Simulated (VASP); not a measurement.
Band structure of CuZn (CsCl type). Method: revTPSS meta-GGA, VASP's PBE PAW potentials (set 64) (plane waves; VASP 6.6.1).

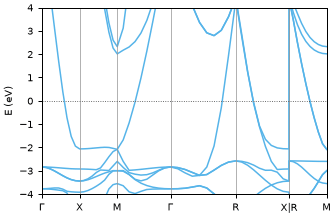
Bands along high-symmetry lines, zero at the valence-band maximum or, without a gap, the Fermi level

**Question.** Read the plot: is there a gap, and where are the band edges?

**Answer.** It has no gap at this level: it comes out as a metal or semimetal.

The compound is CuZn in the CsCl type structure. It was relaxed first, which changed the volume by -6 %. The electron count is odd and the run is not spin-polarised, which forces a metal.
